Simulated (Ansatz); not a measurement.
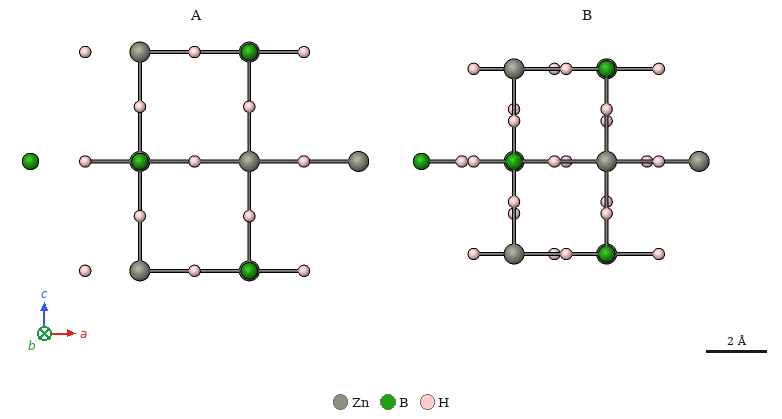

Two geometries of a crystal of ZnBH6 (a generated structure, set up in Fm-3m) (coarse preliminary run), drawn at one scale. One is the start of a relaxation, the other its converged end. The picture is a ball-and-stick view of the atoms within 5.8 Å of the atom that moves most (axes of the conventional cell (4 times the calculation's cell)), seen along the b axis. Lengths and directions refer to the drawn axes.

Level of theory: Ansatz, DFT PBE, scalar-relativistic, plane waves, PAW. Set-up: plane-wave cutoff 420 eV; k-point mesh 4 × 4 × 4; occupations gaussian; smearing width 0.1 eV; no spin polarisation; cell and atoms relaxed; force threshold 0.04 eV/Å; at most 70 steps.

Question: Which of the two is the end point?

Answer: Structure B is the relaxed one. The energy falls by 536 meV per atom in 6 accepted moves (7 points after the start). The largest force component goes from 1.1 to 0.002 eV/Å. Pressure: −14.57 GPa at the start and −0.36 GPa at the end. The SCF was repeated once at an unchanged geometry on a basis and grid sized afresh for the cell, which shifted the energy by 2.0 meV per atom at most. The largest moves relative to the cell, 0.20 Å, are those of H atoms. Zn and B stay in place. Cell: a = b = c 7.409 → 6.269 Å (−15.4 %). Volume −39.4 %. Near-neighbour distances that change, for instance: B–H 1.852 → 1.367 Å, H–Zn 1.852 → 1.767 Å. New bonds form: B–H (1.85 → 1.37 Å). The space group stays Fm-3m (No. 225). Cost: 10 s on 1 thread of Arm Neoverse V2 (shared host), peak memory 0.33 GiB.
